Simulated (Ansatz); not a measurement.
**Decaying states in the gap of HfBeF6**

A new crystal, HfBeF6: structure, gap and complex bands. It is built by putting Be for Mg, Hf for Zr in the MgZrF6 structure of space group Fm-3m, with the volume rescaled by atomic radii. The parent structure comes from the Materials Project.

Calculated with Ansatz 0.2.0; r2SCAN DFT, plane waves, PAW files, in the first sound run; inputs show where later runs differ.

The structure was built from a prototype and need not be the compound's stable phase.

**1. Starting point**

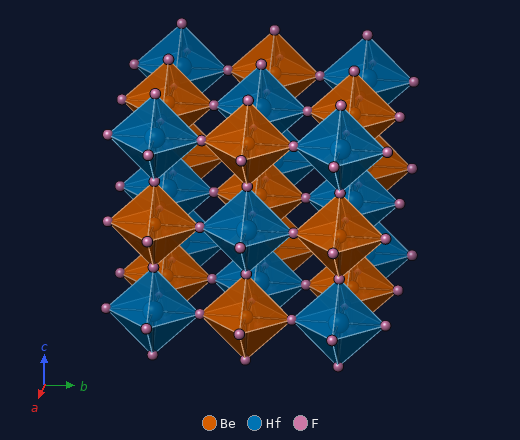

Start, viewed slightly off an axis; beryllium orange, hafnium blue, fluorine pink. This picture shows the conventional cell, with its axes. Some periodic images of atoms are drawn too.

**2. Relaxing the new crystal**

The substituted atoms don't fit the parent's cell, so cell and atoms relax together. A small smearing keeps the run stable in case the gap closes on the way.

Input file input.yaml:

```yaml
crystal:
  lattice:
    - [0.0, 3.803566465, 3.803566465]
    - [3.803566465, 0.0, 3.803566465]
    - [3.803566465, 3.803566465, 0.0]
  atoms:
    - { symbol: Be, position: [0.5, 0.5, 0.5] }
    - { symbol: Hf, position: [0.0, 0.0, 0.0] }
    - { symbol: F, position: [0.74762308, 0.25237692, 0.25237692] }
    - { symbol: F, position: [0.25237692, 0.74762308, 0.74762308] }
    - { symbol: F, position: [0.25237692, 0.74762308, 0.25237692] }
    - { symbol: F, position: [0.74762308, 0.25237692, 0.74762308] }
    - { symbol: F, position: [0.25237692, 0.25237692, 0.74762308] }
    - { symbol: F, position: [0.74762308, 0.74762308, 0.25237692] }
kpoints:
  mp_grid: { grid: [6, 6, 6] }
scf:
  occupations: { method: gaussian, width: 0.03 }
hamiltonian:
  xc: r2scan
output:
  forces: true
  stress: true
relax:
  f_tol: 0.02
  max_steps: 60
  cell: {}
```

The run is started by

```
$ ansatz run input.yaml --threads 2 --pin off --max-ram 4096MiB --backend cpu --events-out ev --progress --plain --runs-dir out
```

Numbers of over 12 decimals in the logs are rounded to 6 here.

The log of the run:

```text
Engine: ansatz 0.2.0, x86_64-unknown-linux-gnu
Pseudopotentials: kind: paw
Pseudopotential: Be, paw, valence charge 2, recommended cutoff 500 eV (meta_gga), Be.paw.azcp
Pseudopotential: Hf, paw, valence charge 26, recommended cutoff 500 eV (meta_gga), Hf.paw.azcp
Pseudopotential: F, paw, valence charge 7, recommended cutoff 500 eV (meta_gga), F.paw.azcp
Functional definition: r2SCAN
  parameter k0 = 0.174
  parameter k1 = 0.065
  parameter a1 = 4.9479
  exchange = r2scan_x(k0 = k0, k1 = k1, a1 = a1)
  correlation = r2scan_c
Crystal: 8 atoms, lattice volume = 110.053 Å³
Basis set: ecut = 500 eV, 2741 PW (Γ), exchange–correlation on 160×160×160 points (64 copies of the dense FFT grid, shifted against one another)
Bands: 43, of which v1, the nominal top of the filled ones, is band 35 counted from 1 (34 counted from 0)
Symmetry: 48 space group operations
Space group: Fm-3m (ITA 225), of the structure as read, at distance tolerance 4.8e-5 Å
k-points: 16 of 216
Non-local potential: Be, projectors of the file, l = 0: 2, l = 1: 2, l = 2: 1
Non-local potential: Hf, projectors of the file, l = 0: 3, l = 1: 2, l = 2: 2, l = 3: 3
Non-local potential: F, projectors of the file, l = 0: 2, l = 1: 2, l = 2: 1
PAW form: soft (Blöchl's): semilocal exchange-correlation on the pseudo side does not see the compensation charge
PAW frozen core: Be, regenerated for the run's functional (the file was generated under x = pbe(κ = 0.804, μ = 0.219515), c = pbe(β = 0.066725))
PAW frozen core: Hf, regenerated for the run's functional (the file was generated under x = pbe(κ = 0.804, μ = 0.219515), c = pbe(β = 0.066725))
PAW frozen core: F, regenerated for the run's functional (the file was generated under x = pbe(κ = 0.804, μ = 0.219515), c = pbe(β = 0.066725))
PAW one-centre angular grid: Be, 302 points (default); XC on 255 of its mesh's 2635 points in the sphere
PAW one-centre angular grid: Hf, 974 points (default); XC on 160 Gauss nodes
PAW one-centre angular grid: F, 302 points (default); XC on 160 Gauss nodes
Initial density: superposition of atomic densities (neutral atoms: chi_scale 0, normalization atom), corrected by the library's trained network
Initial wavefunctions: pseudopotential atomic-orbital guess
Functional: x = r2scan, c = r2scan; τ floored in thin density (d = 2e-4 eV/Å³)
SCF iter   1: F=—  HF=-20696.271368 eV  |F-HF|=—  |Δ(HF+E_count)|=         —  Δρ=9.66e-3  dr2=9.12e-2  dr2_τ=3.03e-1  ethr=1.77e-3  ⟨swp⟩=7.2  Hψ=2746  notcnv=0
preconditioner: auto → Resta (q_TF=auto, 2.530 Å⁻¹)  ε∞=3.1  [insulator: Δε(μ)=8.891 eV  Ē_g=20.289 eV  σ=0.030 eV  W_gap=1.00  n_scr=26 (ndim 8)  ℏωp=29.2 eV  f_vac=0.281  D(μ)=0.00/eV (n_scr^D=0)  ε∞_Penn≈3.1]
SCF iter   2: F=—  HF=-20696.399017 eV  |F-HF|=—  |Δ(HF+E_count)|=   1.28e-1  Δρ=4.23e-3  dr2=1.24e-2  dr2_τ=2.64e-3  ethr=1.30e-4  ⟨swp⟩=3.0  Hψ=1486  notcnv=0  defer=49
SCF iter   3: F=—  HF=-20696.398320 eV  |F-HF|=—  |Δ(HF+E_count)|=   6.97e-4  Δρ=2.33e-3  dr2=3.31e-3  dr2_τ=4.72e-4  ethr=1.77e-5  ⟨swp⟩=2.0  Hψ=1118  notcnv=0  defer=33
automatic band count: iteration 3 solves 42 bands in place of 43: the levels show a gap, and the empty bands left out lie too high to hold charge; the band table lists the bands solved (type scf.n_extra_bands for more)
SCF iter   4: F=—  HF=-20696.397819 eV  |F-HF|=—  |Δ(HF+E_count)|=   5.01e-4  Δρ=5.21e-4  dr2=3.43e-4  dr2_τ=5.38e-5  ethr=4.72e-6  ⟨swp⟩=2.9  Hψ=1430  notcnv=0  defer=35
SCF iter   5: F=—  HF=-20696.397657 eV  |F-HF|=—  |Δ(HF+E_count)|=   1.62e-4  Δρ=1.70e-4  dr2=1.96e-5  dr2_τ=3.63e-6  ethr=4.89e-7  ⟨swp⟩=2.0  Hψ=1174  notcnv=0  defer=20
automatic band count: iteration 5 solves 41 bands in place of 42: the levels show a gap, and the empty bands left out lie too high to hold charge; the band table lists the bands solved (type scf.n_extra_bands for more)
SCF iter   6: F=—  HF=-20696.397661 eV  |F-HF|=—  |Δ(HF+E_count)|=   3.97e-6  Δρ=4.72e-5  dr2=2.15e-6  dr2_τ=2.83e-7  ethr=2.80e-8  ⟨swp⟩=2.3  Hψ=1071  notcnv=0  defer=20
SCF iter   7: F=-20696.397661 eV  HF=-20696.397661 eV  |F-HF|=4.59e-9  |Δ(HF+E_count)|=   1.99e-7  Δρ=9.53e-6  dr2=8.73e-8  dr2_τ=6.91e-9  ethr=1.43e-10  ⟨swp⟩=3.2  Hψ=3015  notcnv=0
SCF 1 converged in 7 iterations: F = -20696.397661 eV  dr2 = 8.73e-8
  greatest PAW one-centre occupation: 0.999 electrons in one spin orbital (limit 2), on the Hf atom at site 1 (counted from 0), in its partial waves of l = 3
relax step   1: F+E_penalty+E_count = -20696.39766079 eV  Δ(F+E_penalty+E_count) = +0.000e0 eV  max|allowed force component| = 3.280e0 eV/Å  Δτ_max = 0.0000 Å  P = +5.637 GPa  Ω = 110.053 Å³  (7 SCF iters, dr2 threshold 1.00e-7 eV, accepted)
Crystal: 8 atoms, lattice volume = 109.424 Å³
Basis set: ecut = 500 eV, 2733 PW (Γ), exchange–correlation on 160×160×160 points (64 copies of the dense FFT grid, shifted against one another)
Initial density: handed on by an earlier stage of this run
Initial wavefunctions: those handed on with the density
iter 1 solved again at ethr=2.06e-4 eV; its pass at ethr=3.10e-3 eV (dr2=1.44e-1 eV) is discarded
SCF iter   1: F=—  HF=-20697.412420 eV  |F-HF|=—  |Δ(HF+E_count)|=         —  Δρ=1.34e-2  dr2=1.45e-1  dr2_τ=2.41e0  ethr=2.06e-4  ⟨swp⟩=1.2  Hψ=3034  notcnv=0
automatic band count: iteration 1 solves 40 bands in place of 43: the levels show a gap, and the empty bands left out lie too high to hold charge; the band table lists the bands solved (type scf.n_extra_bands for more)
preconditioner: auto → Resta (q_TF=auto, 2.533 Å⁻¹)  ε∞=3.5  [insulator: Δε(μ)=8.443 eV  Ē_g=18.458 eV  σ=0.030 eV  W_gap=1.00  n_scr=26 (ndim 8)  ℏωp=29.3 eV  f_vac=0.283  D(μ)=0.00/eV (n_scr^D=0)  ε∞_Penn≈3.5]
SCF iter   2: F=—  HF=-20697.290559 eV  |F-HF|=—  |Δ(HF+E_count)|=   1.22e-1  Δρ=7.03e-3  dr2=1.86e-2  dr2_τ=5.50e-3  ethr=2.06e-4  ⟨swp⟩=3.4  Hψ=1292  notcnv=0
SCF iter   3: F=—  HF=-20697.290332 eV  |F-HF|=—  |Δ(HF+E_count)|=   2.27e-4  Δρ=2.74e-3  dr2=4.68e-3  dr2_τ=8.13e-4  ethr=2.66e-5  ⟨swp⟩=2.2  Hψ=1199  notcnv=0  defer=5
SCF iter   4: F=—  HF=-20697.289231 eV  |F-HF|=—  |Δ(HF+E_count)|=   1.10e-3  Δρ=7.70e-4  dr2=3.16e-4  dr2_τ=5.00e-5  ethr=6.69e-6  ⟨swp⟩=2.4  Hψ=1261  notcnv=0  defer=5
SCF iter   5: F=—  HF=-20697.289239 eV  |F-HF|=—  |Δ(HF+E_count)|=   7.72e-6  Δρ=2.00e-4  dr2=2.95e-5  dr2_τ=4.72e-6  ethr=4.52e-7  ⟨swp⟩=2.5  Hψ=1128  notcnv=0  defer=5
SCF iter   6: F=—  HF=-20697.289252 eV  |F-HF|=—  |Δ(HF+E_count)|=   1.31e-5  Δρ=9.56e-5  dr2=8.16e-6  dr2_τ=9.24e-7  ethr=4.21e-8  ⟨swp⟩=2.0  Hψ=1062  notcnv=0  defer=5
[...]
Crystal: 8 atoms, lattice volume = 104.257 Å³
Basis set: ecut = 500 eV, 2685 PW (Γ), exchange–correlation on 160×160×160 points (64 copies of the dense FFT grid, shifted against one another)
iter 1 solved again at ethr=6.32e-5 eV; its pass at ethr=3.10e-3 eV (dr2=4.42e-2 eV) is discarded
SCF iter   1: F=—  HF=-20697.495673 eV  |F-HF|=—  |Δ(HF+E_count)|=         —  Δρ=7.30e-3  dr2=4.34e-2  dr2_τ=6.40e-1  ethr=6.32e-5  ⟨swp⟩=1.5  Hψ=3184  notcnv=0
automatic band count: iteration 1 solves 42 bands in place of 43: the levels show a gap, and the empty bands left out lie too high to hold charge; the band table lists the bands solved (type scf.n_extra_bands for more)
preconditioner: auto → Resta (q_TF=auto, 2.553 Å⁻¹)  ε∞=3.4  [insulator: Δε(μ)=7.827 eV  Ē_g=19.446 eV  σ=0.030 eV  W_gap=1.00  n_scr=26 (ndim 8)  ℏωp=30.0 eV  f_vac=0.266  D(μ)=0.00/eV (n_scr^D=0)  ε∞_Penn≈3.4]
SCF iter   2: F=—  HF=-20697.401360 eV  |F-HF|=—  |Δ(HF+E_count)|=   9.43e-2  Δρ=3.76e-3  dr2=1.09e-2  dr2_τ=1.32e-3  ethr=6.20e-5  ⟨swp⟩=3.0  Hψ=1382  notcnv=0  defer=2
SCF iter   3: F=—  HF=-20697.400457 eV  |F-HF|=—  |Δ(HF+E_count)|=   9.02e-4  Δρ=1.20e-3  dr2=1.68e-3  dr2_τ=1.25e-4  ethr=1.56e-5  ⟨swp⟩=2.1  Hψ=1180  notcnv=0  defer=2
SCF iter   4: F=—  HF=-20697.399686 eV  |F-HF|=—  |Δ(HF+E_count)|=   7.71e-4  Δρ=5.18e-4  dr2=3.72e-4  dr2_τ=2.82e-5  ethr=2.40e-6  ⟨swp⟩=2.0  Hψ=1305  notcnv=0  defer=2
SCF iter   5: F=—  HF=-20697.399796 eV  |F-HF|=—  |Δ(HF+E_count)|=   1.10e-4  Δρ=1.44e-4  dr2=2.63e-5  dr2_τ=1.17e-5  ethr=5.32e-7  ⟨swp⟩=2.6  Hψ=1202  notcnv=0  defer=2
SCF iter   6: F=—  HF=-20697.399811 eV  |F-HF|=—  |Δ(HF+E_count)|=   1.50e-5  Δρ=1.08e-4  dr2=6.51e-6  dr2_τ=1.65e-6  ethr=3.76e-8  ⟨swp⟩=2.0  Hψ=1230  notcnv=0  defer=2
SCF iter   7: F=—  HF=-20697.399816 eV  |F-HF|=—  |Δ(HF+E_count)|=   5.13e-6  Δρ=3.90e-5  dr2=1.77e-6  dr2_τ=1.39e-7  ethr=9.30e-9  ⟨swp⟩=2.0  Hψ=1230  notcnv=0  defer=2
SCF iter   8: F=-20697.399821 eV  HF=-20697.399821 eV  |F-HF|=2.36e-7  |Δ(HF+E_count)|=   4.68e-6  Δρ=7.11e-6  dr2=5.67e-8  dr2_τ=2.12e-8  ethr=1.14e-9  ⟨swp⟩=4.0  Hψ=2188  notcnv=0
SCF 3 converged in 8 iterations: F = -20697.399821 eV  dr2 = 5.67e-8
relax step   3: F+E_penalty+E_count = -20697.39982110 eV  Δ(F+E_penalty+E_count) = -1.106e-1 eV  max|allowed force component| = 1.408e-1 eV/Å  Δτ_max = 0.0376 Å  P = +0.212 GPa  Ω = 104.257 Å³  energy of the carried Pulay correction = +4.636e-3 eV  (8 SCF iters, dr2 threshold 8.00e-7 eV, accepted)
[...]
relax step   4: F+E_penalty+E_count = -20697.40171117 eV  Δ(F+E_penalty+E_count) = -1.890e-3 eV  max|allowed force component| = 4.356e-3 eV/Å  Δτ_max = 0.0056 Å  P = -0.123 GPa  Ω = 104.856 Å³  energy of the carried Pulay correction = +4.137e-3 eV  (6 SCF iters, dr2 threshold 8.00e-7 eV, accepted)
[...]
relax step   5: F+E_penalty+E_count = -20697.40185399 eV  Δ(F+E_penalty+E_count) = -1.428e-4 eV  max|allowed force component| = 1.994e-3 eV/Å  Δτ_max = 0.0004 Å  P = -0.020 GPa  Ω = 104.747 Å³  energy of the carried Pulay correction = +4.228e-3 eV  (5 SCF iters, dr2 threshold 3.80e-8 eV, accepted)
Initial wavefunctions: pseudopotential atomic-orbital guess (no wavefunctions were taken with the density)
iter 1 solved again at ethr=5.54e-8 eV; its pass at ethr=3.10e-3 eV (dr2=3.88e-5 eV) is discarded
SCF iter   1: F=—  HF=-20697.397271 eV  |F-HF|=—  |Δ(HF+E_count)|=         —  Δρ=2.29e-4  dr2=5.46e-6  dr2_τ=1.93e-5  ethr=5.54e-8  ⟨swp⟩=3.0  Hψ=4687  notcnv=0
preconditioner: auto → Resta (q_TF=auto, 2.551 Å⁻¹)  ε∞=3.3  [insulator: Δε(μ)=8.083 eV  Ē_g=19.913 eV  σ=0.030 eV  W_gap=1.00  n_scr=26 (ndim 8)  ℏωp=29.9 eV  f_vac=0.270  D(μ)=0.00/eV (n_scr^D=0)  ε∞_Penn≈3.3]
SCF iter   2: F=—  HF=-20697.397286 eV  |F-HF|=—  |Δ(HF+E_count)|=   1.52e-5  Δρ=1.15e-4  dr2=1.51e-6  dr2_τ=2.60e-6  ethr=7.80e-9  ⟨swp⟩=3.0  Hψ=1184  notcnv=0
SCF iter   3: F=—  HF=-20697.397289 eV  |F-HF|=—  |Δ(HF+E_count)|=   2.89e-6  Δρ=2.62e-5  dr2=1.26e-7  dr2_τ=1.30e-7  ethr=2.15e-9  ⟨swp⟩=2.0  Hψ=1184  notcnv=0
SCF iter   4: F=—  HF=-20697.397289 eV  |F-HF|=—  |Δ(HF+E_count)|=   6.94e-8  Δρ=2.24e-6  dr2=2.95e-9  dr2_τ=7.66e-10  ethr=1.80e-10  ⟨swp⟩=2.0  Hψ=1184  notcnv=0
SCF iter   5: F=—  HF=-20697.397289 eV  |F-HF|=—  |Δ(HF+E_count)|=  5.31e-10  Δρ=1.00e-6  dr2=3.26e-10  dr2_τ=2.28e-10  ethr=4.22e-12  ⟨swp⟩=2.0  Hψ=1156  notcnv=0
SCF iter   6: F=-20697.397289 eV  HF=-20697.397289 eV  |F-HF|=7.28e-12  |Δ(HF+E_count)|=  7.57e-10  Δρ=2.47e-7  dr2=4.02e-11  dr2_τ=7.55e-12  ethr=1.00e-12  ⟨swp⟩=4.1  Hψ=2414  notcnv=0
SCF 6 converged in 6 iterations: F = -20697.397289 eV  dr2 = 4.02e-11
relax step   6: F+E_penalty+E_count = -20697.39728903 eV  Δ(F+E_penalty+E_count) = +4.565e-3 eV  max|allowed force component| = 2.110e-3 eV/Å  Δτ_max = 0.0000 Å  P = +0.011 GPa  Ω = 104.747 Å³  stress off target by 1.06e-2 GPa  SCF on the basis re-selected at this cell (its energy is not comparable with the rows above)  (6 SCF iters)
basis re-selected at this cell: Δ(F+E_penalty+E_count) = +4.565e-3 eV, ΔP = +0.031 GPa vs the last step (what re-selecting the basis moved, of the pressure what is left beyond the Pulay correction that the steps carried, after the strain that the cell walked since its last selection, with what the two solves' SCF thresholds leave and, on support functions, any second-order correction that the steps lacked; it is no m [...]
SCF converged after 6 iterations
Free energy (F): -20697.397289 eV
Harris-Foulkes:  -20697.397289 eV  (|F-HF|=7.28e-12)
Internal energy: -20697.397289 eV  (E = F + TS)
E sigma→0 (E₀):  -20697.397289 eV
Fermi energy:    5.570941 eV
--- Per-component energies (eV) ---
  E_band       = -637.738352
  E_kinetic    = 1686.460467
  E_local      = -11720.460036  (includes V_loc(G=0)·N_el)
  E_nonlocal   = -805.841442
  E_hartree    = 5069.798554
  E_xc         = -775.418499
  E_vxc        = -1009.531926  (∫ρ·V_xc dr)
  E_paw        = -8231.321085  (= ΣΔE_a)
  E_vpaw       = 1005.529985  (= ΣTr[D̂ρ^β])
  E_aug_tail   = 0.006445  (compensation charges beyond the density's cutoff)
  E_vtau       = 66.500969  (kinetic-family band-sum trace: ∫τ·v_τ [+ j·A + Jᵃ·Aᵃ] dr)
  E_ewald      = -5920.742837
  E_core_change = 0.121146  (= ΣΔE_core)
  E_smearing   = -0.000000  (= −TS)
  E_closure    = -0.000000  (closes the sum)
  Σ components = -20697.397289   (vs F -20697.397289, Δ=0.00e0)
--- Forces (eV/Å), atoms counted from 1 ---
  atom   1  Be    -0.00000000     0.00000000    -0.00000000
  atom   2  Hf    -0.00000000     0.00000000    -0.00000000
  atom   3  F     -0.00210959    -0.00000000     0.00000000
  atom   4  F      0.00210959     0.00000000    -0.00000000
  atom   5  F      0.00000000    -0.00210959     0.00000000
  atom   6  F     -0.00000000     0.00210959    -0.00000000
  atom   7  F      0.00000000    -0.00000000    -0.00210959
  atom   8  F     -0.00000000     0.00000000     0.00210959
  max |Σ_I F_I| component: 2.31e-18 eV/Å
--- Stress (GPa, compression-positive) ---
        0.010566      -0.000000      -0.000000
       -0.000000       0.010566      -0.000000
       -0.000000      -0.000000       0.010566
  P = ⅓ Tr σ = 0.0106 GPa (0.106 kbar)
--- Relaxed structure (5 steps of the walk, 5 accepted, 1 SCFs on fresh bases) ---
  F+E_penalty+E_count = -20697.39728903 eV   max|allowed force component| = 2.110e-3 eV/Å   (the final SCF, on the basis selected at the relaxed cell)
  cell:  # Å, volume = 104.7466 Å³
    - [0, 3.741422, 3.741422]
    - [3.741422, 0, 3.741422]
    - [3.741422, 3.741422, 0]
  atoms:
    - { symbol: Be, position: [0.500000, 0.500000, 0.500000] }
    - { symbol: Hf, position: [2.6456094578542075e-19, 8.970130384037658e-19, -9.20173255879931e-19] }
    - { symbol: F, position: [0.733193, 0.266807, 0.266807] }
    - { symbol: F, position: [0.266807, 0.733193, 0.733193] }
    - { symbol: F, position: [0.266807, 0.733193, 0.266807] }
    - { symbol: F, position: [0.733193, 0.266807, 0.733193] }
    - { symbol: F, position: [0.266807, 0.266807, 0.733193] }
    - { symbol: F, position: [0.733193, 0.733193, 0.266807] }
```

Run time: 19 s. Hardware: 2 threads of Intel Xeon Platinum 8488C (Sapphire Rapids), shared host; peak memory 0.78 GiB.

Relaxation path:

```tsv
step	energy less that of the first step (eV)	largest force component (eV/Å)	pressure (GPa)	volume (Å³)
1	0.0000	3.2799	5.64	110.05
2	-0.8916	0.6606	-2.70	109.42
3	-1.0022	0.1408	0.21	104.26
4	-1.0040	0.0044	-0.12	104.86
5	-1.0042	0.0020	-0.02	104.75
6*	-0.9996	0.0021	0.01	104.75
```

Relaxation steps marked * repeat the geometry before them on a plane-wave basis chosen anew for their cell, so energy and pressure can jump there.

Forces are held to the 48 operations that the run works with; a distortion that breaks them can't arise in this run.

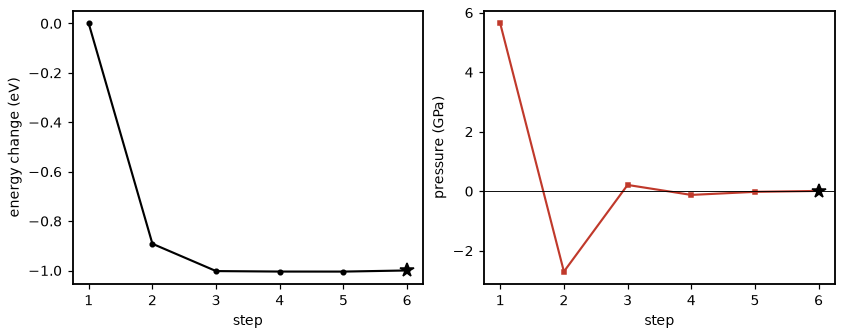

Energy and pressure along the relaxation. Stars mark steps on a basis chosen anew.

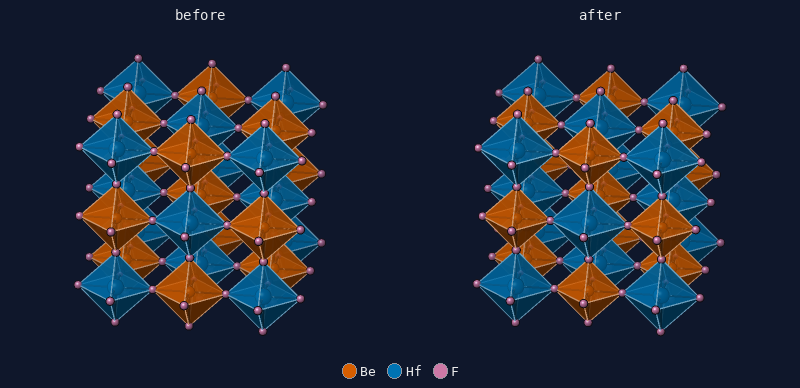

The structure before and after the relaxation, drawn at the same scale.

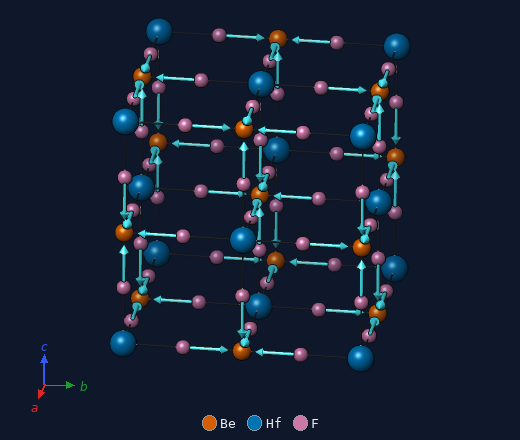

Displacements in the relaxation, exaggerated, measured against the changing cell; the longest in the cell stands for 0.11 Å. Some periodic images of atoms are drawn too.

```tsv
conventional cell, symmetrised	before	after	change
a (Å)	7.607	7.483	-1.6 %
b (Å)	7.607	7.483	-1.6 %
c (Å)	7.607	7.483	-1.6 %
volume (Å³/atom)	13.76	13.09	-4.8 %
```

The atoms that moved most (Å, as changes of fractional coordinates times the final cell):

```tsv
atom	dx	dy	dz	length
F4	-0.108	0.000	0.000	0.108
F6	0.000	-0.108	0.000	0.108
F8	0.000	0.000	-0.108	0.108
F3	0.108	0.000	0.000	0.108
F7	0.000	0.000	0.108	0.108
F5	0.000	0.108	0.000	0.108
```

This step gave:

* free energy: -20697.3973 eV
* Fermi energy: 5.571 eV
* pressure: 0.01057 GPa

The largest force component on a free atom ends at 0.0021 eV/Å.

(Continued in part 2 of 3.)

[Logs are printed without paths, hosts, clocks, repeated set-up lines and the standing remarks that a program may print on its own settings, such as how far it seeks lower states.]

[Hosts, paths, dates, database ids (printed as entryN), source tags and the programs' standing remarks are cut or masked in the printed files.]

[New means built here by substitution; the compound itself may be known and measured.]
